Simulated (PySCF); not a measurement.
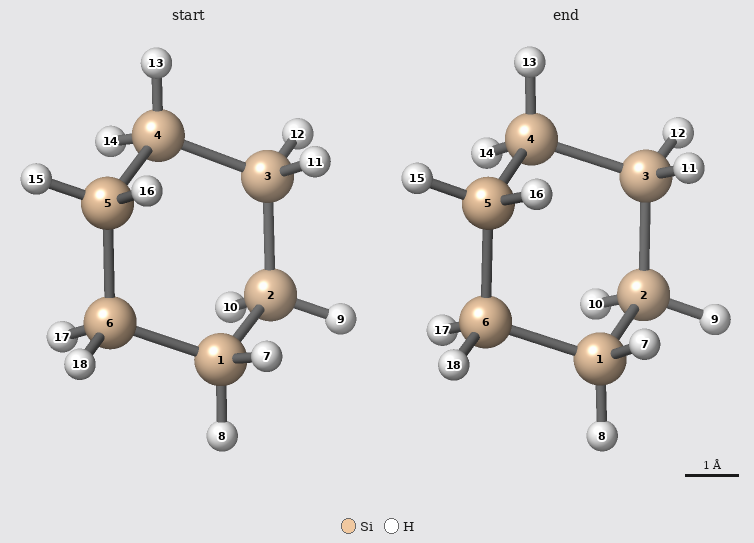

The structure of Si$_{6}$H$_{12}$ before (left) and after (right) a relaxation, at one scale.

Style: ball-and-stick. Shown from a free direction.

The start comes from GFN2-xTB. Its atoms were then displaced at random by about 0.01 Å.

The calculation used PySCF 2.14.0, density-fitted response routines, PBE0-D3(BJ)/def2-SVP geometry optimisation, gas phase. 

Describe what moved and what it gained.

Answer. The largest move after the best rigid fit is that of H16, 0.25 Å. Largest moves by element: H 0.25 Å, Si 0.12 Å. Among the contacts that change: Si4–H13 1.424 → 1.498 Å, Si5–H16 1.448 → 1.498 Å, Si1–Si2 2.307 → 2.347 Å, Si3–H11 1.460 → 1.498 Å. Bond angles that change, for instance: H7–Si1–H8 101.9° → 108.6°, H11–Si3–H12 102.7° → 108.5°, Si2–Si1–Si6 113.8° → 108.7°. Over 9 geometry steps the energy falls by 7.16 kcal/mol.
